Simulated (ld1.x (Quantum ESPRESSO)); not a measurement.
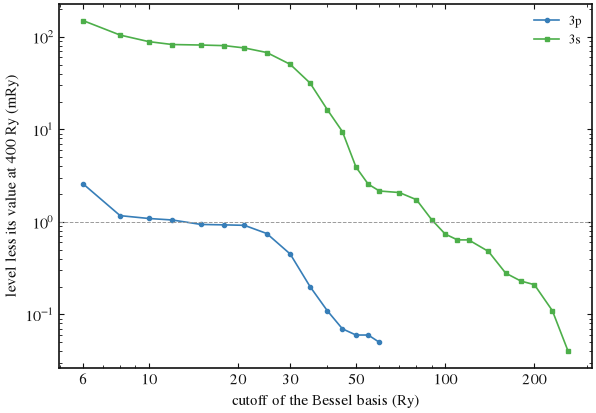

The pseudo-atom Hamiltonian at the reference potential is diagonalised in spherical Bessel functions (20 bohr box) up to the cutoff. Curves: distance of each valence level from its value at 400 Ry.

```
Element                 : Si
Generator               : ld1.x (Quantum ESPRESSO) 7.5
Type                    : norm-conserving Troullier–Martins (Kleinman–Bylander form)
Functional              : PBE
Relativity              : scalar-relativistic
Frozen core             : [Ne]
Valence charge          : 4
Reference configuration : 3s2 3p1.5 (charge +0.5)
Partial waves           : 3p (bound): rc 1.65 bohr; 3d channel at 0.25 Ry: rc 1.65 bohr; 3s (bound): rc 1.20 bohr
Local potential         : the s channel
Core correction         : none
```

### Which occupied shell is the hardest?

3s: its level needs 100 Ry to come within 1 mRy, against 15 Ry for 3p.

### At which cutoff does each level come within 1 mRy for good?

3p: 15 Ry; 3s: 100 Ry.

### From which cutoff is the occupation-weighted sum of levels good to 10 mRy, and to 1 mRy?

50 Ry and 140 Ry, on the ladder of cutoffs that was run.
